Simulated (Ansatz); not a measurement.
Start from BN in the zinc blende structure (space group F-43m, No. 216; a = 3.609 Å).

One thing is altered: full substitution B → Ga; the structure is relaxed again.

Method: Kohn–Sham DFT with the r2SCAN functional, run in Ansatz (a first-principles code) with PAW and 500 eV plane waves, scalar-relativistic without spin-orbit coupling, earlier PAW set.

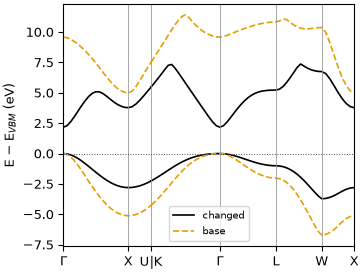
Figure: Highest valence and lowest conduction band along the path, each from its own valence-band maximum

Task: Read the changed gap and its character from the plot.

Result: About 2.2 eV, direct at Γ.

Stability against distortions was not tested. This is not the structure that GaN has at room temperature and ambient pressure.
